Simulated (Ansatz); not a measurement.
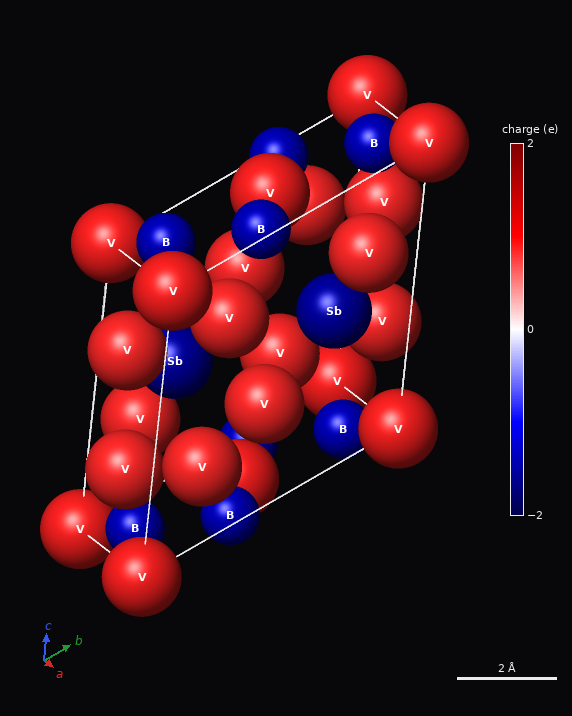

The image is a spheres-only drawing of a crystal, viewed slightly off an axis. The simulation cell is outlined; an atom on or near a face, edge or corner is repeated at each equivalent position. The atoms of this V5B2Sb cell are coloured by their Bader charge.

Calculation details: DFT, PAW plane waves, r2SCAN (Ansatz); an energy cutoff of 500 eV, k-point mesh 5×5×5, cold smearing of 0.071 eV, no spin polarisation.

Q: Which atoms are positive and which negative?

A: Most positive: V; most negative: Sb. Charges: about V +0.8 to +0.9 e; B -1.4 e; Sb -1.5 e.

About the cell: it is a generated cell, made by putting these elements into a known structure type (the compound may or may not exist in this form), and it is unrelaxed. It went into a calculation with Ansatz.

At this level of theory the cell isn't at rest (stretched, at -9 GPa and forces up to 2.4 eV/Å), so its distances can differ from those at equilibrium, the more so the softer the solid.
